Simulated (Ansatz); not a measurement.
# VH6O3F3: molecular dynamics (part 2 of 2)

Continued. System: VH6O3F3 (mer-VF3(H2O)3), multiplicity 3. Method: UKS PBE-d3bjatm/def2-SVP (Ansatz 0.2.0). The geometry comes from this level: r2SCAN-D4/def2-SVP.

Geometry of the input (Å):
```
V  0.2982  0.0641  0.0079
F  -0.0559  0.4814  1.7462
F  -0.1638  -0.5293  -1.7033
F  2.0932  0.0546  -0.0543
O  -1.9025  0.1598  -0.0350
H  -2.2893  -0.3131  0.7150
H  -2.0715  -0.3571  -0.8399
O  0.4027  2.1795  -0.1610
H  1.3652  2.3066  -0.2156
H  0.1936  2.3103  0.7848
O  0.4305  -2.0675  0.1995
H  1.3895  -2.1643  0.3287
H  0.3102  -2.1251  -0.7731
```

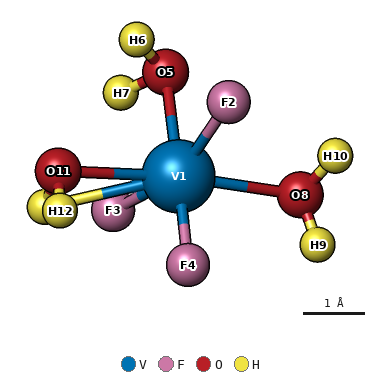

Fig. 1: The geometry at step 14 of the log (ball-and-stick view, seen at a tilt; atoms are numbered from 1 in the order of the input).

Trajectory as extended XYZ, continued:
```
13
Properties=species:S:1:pos:R:3:forces:R:3 step=7 time_fs=3.5 energy=-40048.71887 temperature=376.4
V     0.2951    0.0644    0.0124   -0.0778   0.3321   0.0830
F    -0.0382    0.5004    1.7426   -0.1288  -0.0335   0.2781
F    -0.1831   -0.5388   -1.7008    0.1043  -0.1486  -0.2865
F     2.0741    0.0292   -0.0461    0.6354   0.0065  -0.0914
O    -1.8807    0.1523   -0.0354   -0.6508  -0.5859   0.2705
H    -2.1465   -0.4366    0.7075    0.0330   0.3676  -0.0784
H    -2.0552   -0.3947   -0.8363    0.2422   0.2523  -0.0163
O     0.4060    2.1893   -0.1636    2.2043   0.8796   0.2683
H     1.4347    2.3701   -0.2925   -2.5804  -0.5154   0.5015
H     0.2047    2.4816    0.7813    0.3548  -0.5300  -0.9428
O     0.4157   -2.0704    0.1943    1.9480  -0.5404  -1.0387
H     1.4233   -2.2029    0.3161   -1.5860   0.3511   0.1745
H     0.3976   -2.1057   -0.8236   -0.4982   0.1645   0.8781
13
Properties=species:S:1:pos:R:3:forces:R:3 step=8 time_fs=4.0 energy=-40048.72960 temperature=377.9
V     0.2950    0.0643    0.0130   -0.1077   0.3820   0.1012
F    -0.0358    0.5025    1.7425   -0.1346  -0.0482   0.2809
F    -0.1855   -0.5406   -1.7001    0.1215  -0.1511  -0.3018
F     2.0712    0.0253   -0.0453    0.6960  -0.0004  -0.1015
O    -1.8778    0.1518   -0.0350   -0.7731  -0.9021   0.1952
H    -2.1265   -0.4537    0.7067    0.0581   0.5047  -0.2038
H    -2.0499   -0.4014   -0.8408    0.3052   0.4322   0.2055
O     0.4083    2.1905   -0.1647    1.8157   0.9478   0.5255
H     1.4224    2.3771   -0.3002   -2.2291  -0.4708   0.4661
H     0.2071    2.5043    0.7806    0.3914  -0.6577  -1.1845
O     0.4143   -2.0714    0.1933    1.6988  -0.5096  -1.1135
H     1.4124   -2.2058    0.3140   -1.2576   0.3125   0.2832
H     0.4087   -2.1015   -0.8247   -0.5846   0.1606   0.8474
13
Properties=species:S:1:pos:R:3:forces:R:3 step=9 time_fs=4.5 energy=-40048.74782 temperature=396.4
V     0.2948    0.0641    0.0135   -0.1298   0.4358   0.1290
F    -0.0335    0.5049    1.7425   -0.1394  -0.0651   0.2758
F    -0.1878   -0.5424   -1.6993    0.1361  -0.1530  -0.3185
F     2.0684    0.0214   -0.0445    0.7496  -0.0076  -0.1107
O    -1.8751    0.1514   -0.0347   -0.8594  -1.1548   0.1666
H    -2.1059   -0.4695    0.7058    0.0676   0.6275  -0.3148
H    -2.0438   -0.4062   -0.8447    0.3465   0.5620   0.3652
O     0.4113    2.1918   -0.1655    1.2608   0.9578   0.7343
H     1.4060    2.3837   -0.3058   -1.6834  -0.3871   0.3863
H     0.2097    2.5259    0.7772    0.4000  -0.7618  -1.3317
O     0.4132   -2.0724    0.1918    1.2874  -0.4495  -1.1244
H     1.3981   -2.2087    0.3131   -0.7732   0.2475   0.4079
H     0.4188   -2.0964   -0.8237   -0.6628   0.1483   0.7350
13
Properties=species:S:1:pos:R:3:forces:R:3 step=10 time_fs=5.0 energy=-40048.76420 temperature=401.5
V     0.2945    0.0640    0.0139   -0.1440   0.4906   0.1558
F    -0.0312    0.5075    1.7428   -0.1440  -0.0828   0.2669
F    -0.1900   -0.5441   -1.6985    0.1480  -0.1526  -0.3320
F     2.0657    0.0178   -0.0438    0.7986  -0.0148  -0.1187
O    -1.8726    0.1505   -0.0344   -0.8911  -1.2787   0.1720
H    -2.0845   -0.4835    0.7036    0.0486   0.6951  -0.3659
H    -2.0367   -0.4078   -0.8478    0.3600   0.6161   0.4300
O     0.4146    2.1935   -0.1662    0.5552   0.8865   0.8702
H     1.3867    2.3908   -0.3108   -0.9545  -0.2620   0.2635
H     0.2137    2.5453    0.7708    0.3754  -0.8236  -1.3598
O     0.4126   -2.0736    0.1899    0.7377  -0.3594  -1.0360
H     1.3821   -2.2112    0.3144   -0.1702   0.1583   0.5363
H     0.4273   -2.0906   -0.8201   -0.7197   0.1273   0.5176
13
Properties=species:S:1:pos:R:3:forces:R:3 step=11 time_fs=5.5 energy=-40048.76619 temperature=431.2
V     0.2940    0.0639    0.0144   -0.1514   0.5473   0.1821
F    -0.0291    0.5102    1.7431   -0.1474  -0.1016   0.2547
F    -0.1922   -0.5458   -1.6977    0.1573  -0.1503  -0.3415
F     2.0629    0.0143   -0.0430    0.8441  -0.0221  -0.1256
O    -1.8704    0.1494   -0.0340   -0.8750  -1.2807   0.2114
H    -2.0617   -0.4967    0.6995    0.0054   0.7098  -0.3578
H    -2.0280   -0.4063   -0.8498    0.3470   0.5983   0.3995
O     0.4180    2.1956   -0.1667   -0.2753   0.7200   0.9219
H     1.3662    2.3981   -0.3155   -0.0614  -0.0937   0.0931
H     0.2193    2.5628    0.7610    0.3106  -0.8318  -1.2532
O     0.4124   -2.0750    0.1876    0.0716  -0.2449  -0.8777
H     1.3654   -2.2130    0.3175    0.5301   0.0479   0.6733
H     0.4344   -2.0842   -0.8148   -0.7558   0.1018   0.2199
13
Properties=species:S:1:pos:R:3:forces:R:3 step=12 time_fs=6.0 energy=-40048.74075 temperature=403.7
V     0.2933    0.0636    0.0150   -0.1479   0.6056   0.2062
F    -0.0272    0.5129    1.7435   -0.1502  -0.1199   0.2423
F    -0.1942   -0.5475   -1.6970    0.1656  -0.1481  -0.3489
F     2.0602    0.0111   -0.0422    0.8832  -0.0298  -0.1317
O    -1.8685    0.1480   -0.0336   -0.8373  -1.2229   0.2833
H    -2.0374   -0.5092    0.6947   -0.0481   0.7011  -0.3218
H    -2.0179   -0.4041   -0.8504    0.3185   0.5415   0.3069
O     0.4213    2.1978   -0.1671   -1.1882   0.4662   0.9086
H     1.3461    2.4049   -0.3204    0.9445   0.1124  -0.1184
H     0.2265    2.5781    0.7486    0.2150  -0.7896  -1.0381
O     0.4118   -2.0765    0.1855   -0.6316  -0.1215  -0.6956
H     1.3493   -2.2143    0.3216    1.2539  -0.0713   0.8172
H     0.4403   -2.0772   -0.8088   -0.7773   0.0763  -0.1101
13
Properties=species:S:1:pos:R:3:forces:R:3 step=13 time_fs=6.5 energy=-40048.69576 temperature=358.8
V     0.2923    0.0633    0.0155   -0.1373   0.6633   0.2281
F    -0.0252    0.5153    1.7438   -0.1534  -0.1353   0.2323
F    -0.1963   -0.5491   -1.6962    0.1723  -0.1477  -0.3574
F     2.0573    0.0079   -0.0418    0.9215  -0.0384  -0.1368
O    -1.8670    0.1464   -0.0332   -0.7886  -1.1137   0.3458
H    -2.0136   -0.5202    0.6888   -0.1081   0.6567  -0.2450
H    -2.0074   -0.4019   -0.8502    0.2839   0.4678   0.1814
O     0.4244    2.2000   -0.1676   -2.0290   0.1638   0.8321
H     1.3289    2.4132   -0.3251    1.8963   0.3211  -0.3429
H     0.2342    2.5898    0.7356    0.0983  -0.7016  -0.7432
O     0.4109   -2.0780    0.1835   -1.1944  -0.0194  -0.5006
H     1.3368   -2.2148    0.3272    1.8170  -0.1680   0.9316
H     0.4451   -2.0692   -0.8034   -0.7785   0.0513  -0.4254
13
Properties=species:S:1:pos:R:3:forces:R:3 step=14 time_fs=7.0 energy=-40048.65591 temperature=319.9
V     0.2914    0.0631    0.0161   -0.1219   0.7174   0.2526
F    -0.0233    0.5179    1.7441   -0.1556  -0.1483   0.2234
F    -0.1984   -0.5506   -1.6954    0.1756  -0.1496  -0.3692
F     2.0544    0.0048   -0.0416    0.9615  -0.0468  -0.1408
O    -1.8657    0.1449   -0.0327   -0.7248  -0.9143   0.3191
H    -1.9907   -0.5285    0.6807   -0.1818   0.5231  -0.0771
H    -1.9959   -0.3987   -0.8505    0.2478   0.3915   0.0513
O     0.4270    2.2021   -0.1679   -2.6065  -0.1450   0.6448
H     1.3165    2.4234   -0.3298    2.5988   0.4877  -0.5371
H     0.2420    2.5978    0.7226   -0.0349  -0.5643  -0.3648
O     0.4097   -2.0795    0.1813   -1.4977   0.0424  -0.2962
H     1.3289   -2.2156    0.3351    2.0882  -0.2207   0.9778
H     0.4477   -2.0599   -0.7995   -0.7486   0.0269  -0.6837
13
Properties=species:S:1:pos:R:3:forces:R:3 step=15 time_fs=7.5 energy=-40048.63868 temperature=319.3
V     0.2905    0.0630    0.0168   -0.0984   0.7655   0.2795
F    -0.0214    0.5206    1.7444   -0.1574  -0.1600   0.2154
F    -0.2001   -0.5516   -1.6945    0.1767  -0.1541  -0.3841
F     2.0516    0.0018   -0.0416    0.9998  -0.0537  -0.1436
O    -1.8646    0.1435   -0.0321   -0.6580  -0.6391   0.2479
H    -1.9679   -0.5349    0.6710   -0.2581   0.3226   0.1566
H    -1.9839   -0.3947   -0.8506    0.2090   0.3045  -0.1018
O     0.4292    2.2039   -0.1681   -2.7868  -0.4084   0.3208
H     1.3101    2.4342   -0.3355    2.9060   0.5686  -0.6584
H     0.2491    2.6041    0.7091   -0.1708  -0.3861   0.0784
O     0.4081   -2.0810    0.1786   -1.4726   0.0537  -0.0956
H     1.3261   -2.2169    0.3459    1.9962  -0.2164   0.9296
H     0.4483   -2.0499   -0.7982   -0.6856   0.0028  -0.8447
13
Properties=species:S:1:pos:R:3:forces:R:3 step=16 time_fs=8.0 energy=-40048.64666 temperature=336.2
V     0.2896    0.0631    0.0175   -0.0694   0.8090   0.3106
F    -0.0192    0.5232    1.7450   -0.1590  -0.1721   0.2032
F    -0.2015   -0.5523   -1.6938    0.1755  -0.1593  -0.3994
F     2.0488   -0.0014   -0.0418    1.0369  -0.0594  -0.1455
O    -1.8637    0.1420   -0.0315   -0.6063  -0.3673   0.1832
H    -1.9456   -0.5411    0.6612   -0.3216   0.1212   0.3828
H    -1.9719   -0.3907   -0.8507    0.1729   0.2211  -0.2549
O     0.4310    2.2055   -0.1682   -2.4876  -0.5848  -0.1555
H     1.3105    2.4463   -0.3421    2.7287   0.5269  -0.6744
H     0.2546    2.6098    0.6952   -0.3026  -0.1727   0.5691
O     0.4059   -2.0825    0.1757   -1.1376   0.0161   0.1429
H     1.3279   -2.2186    0.3598    1.5674  -0.1574   0.7840
H     0.4469   -2.0402   -0.7983   -0.5972  -0.0213  -0.9460
13
Properties=species:S:1:pos:R:3:forces:R:3 step=17 time_fs=8.5 energy=-40048.66912 temperature=337.9
V     0.2886    0.0632    0.0182   -0.0323   0.8514   0.3500
F    -0.0167    0.5258    1.7459   -0.1614  -0.1847   0.1871
F    -0.2028   -0.5530   -1.6931    0.1720  -0.1664  -0.4172
F     2.0462   -0.0046   -0.0419    1.0694  -0.0639  -0.1475
O    -1.8631    0.1407   -0.0309   -0.5736  -0.1359   0.1202
H    -1.9240   -0.5476    0.6519   -0.3705  -0.0595   0.5741
H    -1.9602   -0.3865   -0.8518    0.1433   0.1567  -0.3755
O     0.4323    2.2069   -0.1682   -1.7461  -0.6349  -0.7245
H     1.3176    2.4596   -0.3500    2.0856   0.3535  -0.5723
H     0.2581    2.6155    0.6824   -0.4118   0.0441   1.0338
O     0.4034   -2.0840    0.1729   -0.5947  -0.0529   0.3907
H     1.3335   -2.2205    0.3757    0.9138  -0.0607   0.5555
H     0.4438   -2.0307   -0.7997   -0.4937  -0.0468  -0.9746
13
Properties=species:S:1:pos:R:3:forces:R:3 step=18 time_fs=9.0 energy=-40048.68546 temperature=349.5
V     0.2875    0.0635    0.0190    0.0097   0.8929   0.3932
F    -0.0138    0.5282    1.7468   -0.1650  -0.1950   0.1735
F    -0.2042   -0.5537   -1.6924    0.1694  -0.1767  -0.4389
F     2.0436   -0.0078   -0.0418    1.1000  -0.0676  -0.1501
O    -1.8628    0.1394   -0.0304   -0.5549   0.0796   0.0599
H    -1.9036   -0.5538    0.6426   -0.4083  -0.2336   0.7472
H    -1.9489   -0.3818   -0.8536    0.1176   0.1010  -0.4808
O     0.4333    2.2081   -0.1684   -0.8146  -0.5328  -1.1910
H     1.3300    2.4735   -0.3584    1.1989   0.0989  -0.3918
H     0.2605    2.6219    0.6735   -0.4682   0.1864   1.3172
O     0.4009   -2.0855    0.1702   -0.0183  -0.1194   0.5402
H     1.3409   -2.2222    0.3922    0.2264   0.0430   0.2916
H     0.4403   -2.0202   -0.8040   -0.3926  -0.0766  -0.8704
13
Properties=species:S:1:pos:R:3:forces:R:3 step=19 time_fs=9.5 energy=-40048.68173 temperature=361.3
V     0.2864    0.0637    0.0199    0.0482   0.9370   0.4428
F    -0.0109    0.5307    1.7480   -0.1667  -0.2052   0.1557
F    -0.2058   -0.5545   -1.6916    0.1675  -0.1883  -0.4627
F     2.0409   -0.0110   -0.0418    1.1310  -0.0712  -0.1528
O    -1.8624    0.1381   -0.0297   -0.5514   0.2540  -0.0369
H    -1.8837   -0.5598    0.6338   -0.4372  -0.3994   0.8993
H    -1.9370   -0.3775   -0.8566    0.0991   0.0773  -0.5292
O     0.4345    2.2093   -0.1687    0.1046  -0.3231  -1.4997
H     1.3456    2.4869   -0.3667    0.2807  -0.1812  -0.1888
H     0.2640    2.6289    0.6685   -0.4813   0.2435   1.4204
O     0.3983   -2.0871    0.1677    0.4829  -0.1645   0.6025
H     1.3478   -2.2226    0.4084   -0.3746   0.1319   0.0339
H     0.4367   -2.0095   -0.8097   -0.3027  -0.1109  -0.6846
13
Properties=species:S:1:pos:R:3:forces:R:3 step=20 time_fs=10.0 energy=-40048.65757 temperature=336.9
V     0.2853    0.0639    0.0208    0.0803   0.9833   0.4949
F    -0.0080    0.5334    1.7494   -0.1667  -0.2154   0.1362
F    -0.2072   -0.5554   -1.6907    0.1650  -0.1999  -0.4888
F     2.0383   -0.0146   -0.0421    1.1620  -0.0746  -0.1548
O    -1.8622    0.1368   -0.0289   -0.5623   0.2760  -0.0795
H    -1.8641   -0.5672    0.6277   -0.4556  -0.4466   0.9177
H    -1.9256   -0.3734   -0.8612    0.0885   0.0878  -0.4983
O     0.4358    2.2105   -0.1693    0.9072  -0.0675  -1.6770
H     1.3620    2.5000   -0.3753   -0.5497  -0.4469   0.0054
H     0.2685    2.6360    0.6662   -0.4652   0.2385   1.4008
O     0.3959   -2.0887    0.1654    0.8953  -0.1895   0.6410
H     1.3543   -2.2212    0.4237   -0.8765   0.2019  -0.2059
H     0.4330   -1.9990   -0.8157   -0.2222  -0.1470  -0.4916
```

Summary:

```csv
quantity,value
outcome,finished
mean temperature over the second half,360 K
trajectory,"20 steps, 10 fs"
ensemble,nvt_langevin
temperature in the input,500 K
time step,0.5 fs
potential energy (last step),−40048.6577 eV
mean-field energy (last step),−40048.4013 eV
dispersion energy (last step),−0.2564 eV
⟨S²⟩ (last step),2.007
SCF solution under orbital rotations (last step),stable
largest force (length of the vector) (last step),1.908 eV/Å
dipole moment (last step),0.23 D
hardware,"4 threads of Arm Neoverse V1, 23 GiB of memory available, shared host"
wall time,1.7 min (CPU time 6.5 min)
peak memory,0.28 GiB
```

So short a trajectory is not equilibrated. The logged temperature at the start can lie below the typed one, since it is counted over all degrees of freedom.
